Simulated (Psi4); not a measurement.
**UMP2/cc-pVTZ run of GaClF (SMILES [F][Ga][Cl])**

Aim: the vertical doublet–quartet gap of GaClF at UMP2/cc-pVTZ, from 2 runs. 

Program for the calculation: Psi4 1.11.

4 further runs of the same task are left out: 3 that didn't finish, 1 set aside as unsound or not needed.

## Step 1: The system as given

The species is GaClF (3 atoms), meant as a doublet with charge 0. As SMILES, `[F][Ga][Cl]`. The coordinates come from a PBE0-D4/def2-TZVP relaxation.

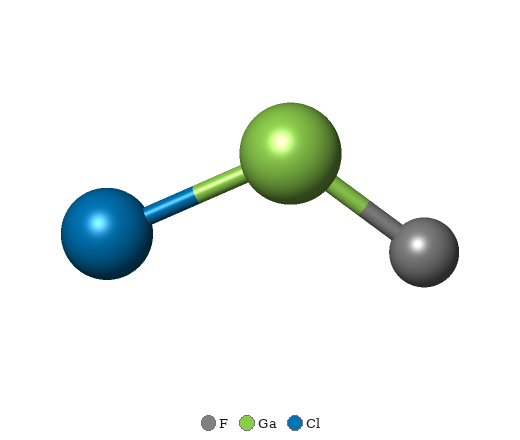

Viewed from a chosen angle; fluorine grey, gallium green, chlorine blue.

## Step 2: A single-point energy at UMP2/cc-pVTZ

File job.dat:

```
memory 1.6 GB

molecule {
  0 2
  F
  Ga 1 r2
  Cl 2 r3 1 a3

  r2 = 1.757683
  r3 = 2.157468
  a3 = 117.67871
  symmetry c1
}

set reference uhf
set puream true
set e_convergence 1e-09
set d_convergence 1e-08
set scf_type pk
set num_frozen_docc 15
set mp2_type conv
set maxiter 200

e, wfn = energy("mp2/cc-pVTZ", return_wfn=True)
print_variables()
```

Launch:

```
psi4 -n 1 job.dat job.out
```

job.out:

```text
[...]
  Running in c1 symmetry.
[...]
  Nuclear repulsion =  237.378647289446292
[...]
  Multiplicity = 2
[...]
  Nalpha       = 29
  Nbeta        = 28
[...]
    Number of basis functions: 107
[...]
   @UHF iter   1: -2481.36320227880651   -3.74833e+00   1.69266e-02 DIIS/ADIIS
[...]
   @UHF iter  15: -2482.36677820023488   -4.54747e-12   6.35293e-09 DIIS
[...]
   @S^2 Observed:                7.561123248E-01
[...]
    Orbital Energies [Eh]
    ---------------------
    Alpha Occupied:
       1A   -378.873975     2A   -104.834215     3A    -48.222481
       4A    -42.549948     5A    -42.548852     6A    -42.547390
       7A    -26.253512     8A    -10.559964     9A     -8.029178
      10A     -8.024656    11A     -8.024615    12A     -6.459912
      13A     -4.553185    14A     -4.550474    15A     -4.545932
      16A     -1.539682    17A     -1.269086    18A     -1.263962
      19A     -1.262971    20A     -1.261136    21A     -1.255230
      22A     -1.085422    23A     -0.680474    24A     -0.618609
      25A     -0.611208    26A     -0.561245    27A     -0.476419
      28A     -0.475629    29A     -0.374067
    Alpha Virtual:
[...]
  @UHF Final Energy: -2482.36677820023488
   => Energetics <=
    Nuclear Repulsion Energy =            237.3786472894462918
    One-Electron Energy =               -3933.4206168677651476
    Two-Electron Energy =                1213.6751913780838095
    Total Energy =                      -2482.3667782002348758
  UHF NO Occupations:
  HONO-2 :   27  A 1.9994765
  HONO-1 :   28  A 1.9980112
[...]
 Multipole Moments:
 ------------------------------------------------------------------------------------
     Multipole            Electronic (a.u.)      Nuclear  (a.u.)        Total (a.u.)
 ------------------------------------------------------------------------------------
 L = 1.  Multiply by 2.5417464519 to convert [e a0] to [Debye]
 Dipole X            :         -3.5550397            2.8190227           -0.7360170
 Dipole Y            :          0.2361005           -0.8536229           -0.6175224
 Dipole Z            :          0.0000000            0.0000000            0.0000000
 Magnitude           :                                                    0.9607575
[...]
	SCS-MP2 Total Energy (a.u.)        : -2482.91079575614958
	SOS-MP2 Total Energy (a.u.)        : -2482.85873536403551
	SCSN-MP2 Total Energy (a.u.)       : -2482.64165707059556
[...]
	SOS-PI-MP2 Total Energy (a.u.)     : -2482.94072822466887
[...]
	MP2 Total Energy (a.u.)            : -2482.93292367974300
[...]
```

It took 2 min on 1 thread of Intel Xeon Platinum 8259CL at 2.50GHz (Skylake/Cascade Lake), shared host; peak memory 1.3 GiB.

## Step 3: The quartet, same level

File calc.inp:

```
memory 1.6 GB

molecule mol {
  0 4
  F     -2.68548980     0.55916996    -1.42636528
  Ga     0.12547781     1.22756609     0.21202727
  Cl     2.53960294    -1.90919030     1.18920465
  units au
  symmetry c1
  no_reorient
  no_com
}

set reference uhf
set puream true
set e_convergence 1e-09
set d_convergence 1e-08
set scf_type pk
set num_frozen_docc 15
set mp2_type conv
set maxiter 200

E, wfn = energy("mp2/cc-pVTZ", return_wfn=True)
```

Launch:

```
psi4 -i calc.inp -o calc.out -n 1
```

calc.out:

```text
[...]
  Running in c1 symmetry.
[...]
  Nuclear repulsion =  237.378679143771194
[...]
  Multiplicity = 4
[...]
  Nalpha       = 30
  Nbeta        = 27
[...]
    Number of basis functions: 107
[...]
   @UHF iter   1: -2480.88589698314809   -3.27102e+00   1.79847e-02 DIIS/ADIIS
[...]
   @UHF iter  18: -2482.16163906308157   -9.09495e-13   6.37552e-09 DIIS
[...]
   @S^2 Observed:                3.762274515E+00
[...]
    Orbital Energies [Eh]
    ---------------------
    Alpha Occupied:
       1A   -378.823047     2A   -105.000903     3A    -48.172923
       4A    -42.500160     5A    -42.499814     6A    -42.498062
       7A    -26.215505     8A    -10.725225     9A     -8.209875
      10A     -8.187388    11A     -8.185675    12A     -6.411102
      13A     -4.503427    14A     -4.501977    15A     -4.498675
      16A     -1.504300    17A     -1.281776    18A     -1.214177
      19A     -1.212567    20A     -1.209281    21A     -1.205723
      22A     -1.205308    23A     -0.702646    24A     -0.692325
      25A     -0.620164    26A     -0.620028    27A     -0.588785
      28A     -0.575007    29A     -0.381918    30A     -0.214748
    Alpha Virtual:
[...]
  @UHF Final Energy: -2482.16163906308157
   => Energetics <=
    Nuclear Repulsion Energy =            237.3786791437711940
    One-Electron Energy =               -3932.5260485526273442
    Two-Electron Energy =                1212.9857303457745274
    Total Energy =                      -2482.1616390630815658
  UHF NO Occupations:
  HONO-2 :   28  A 1.0000000
  HONO-1 :   29  A 1.0000000
[...]
 Multipole Moments:
 ------------------------------------------------------------------------------------
     Multipole            Electronic (a.u.)      Nuclear  (a.u.)        Total (a.u.)
 ------------------------------------------------------------------------------------
 L = 1.  Multiply by 2.5417464519 to convert [e a0] to [Debye]
 Dipole X            :        -21.2703998           22.8936539            1.6232541
 Dipole Y            :        -11.6801343           10.6308433           -1.0492910
 Dipole Z            :        -13.1721946           13.9520369            0.7798423
 Magnitude           :                                                    2.0842551
[...]
	SCS-MP2 Total Energy (a.u.)        : -2482.67034423128780
	SOS-MP2 Total Energy (a.u.)        : -2482.62092063431010
	SCSN-MP2 Total Energy (a.u.)       : -2482.42259565512404
[...]
	SOS-PI-MP2 Total Energy (a.u.)     : -2482.69746756284803
[...]
	MP2 Total Energy (a.u.)            : -2482.69264449670527
[...]
```

Wall time 2.1 min (1 thread of Intel Xeon Platinum 8259CL at 2.50GHz (Skylake/Cascade Lake), shared host); peak memory 1.3 GiB.

## Step 4: Results

At UMP2/cc-pVTZ, 15 core orbitals frozen:

```
                                                           quantity           value
                                              doublet: total energy  -2482.93292 Eh
doublet: HOMO energy (Hartree–Fock orbitals) (highest over α and β)       -10.18 eV
 doublet: LUMO energy (Hartree–Fock orbitals) (lowest over α and β)        -0.46 eV
              doublet: correlation energy (15 core orbitals frozen)      -566.1 mEh
                         doublet: ⟨S²⟩ of the reference determinant           0.756
                                              quartet: total energy  -2482.69264 Eh
quartet: HOMO energy (Hartree–Fock orbitals) (highest over α and β)        -5.84 eV
 quartet: LUMO energy (Hartree–Fock orbitals) (lowest over α and β)        -3.67 eV
              quartet: correlation energy (15 core orbitals frozen)      -531.0 mEh
                         quartet: ⟨S²⟩ of the reference determinant           3.762
                   vertical energy of the quartet above the doublet        6.538 eV
```

At this shape the quartet lies 6.54 eV (631 kJ/mol) above the doublet.
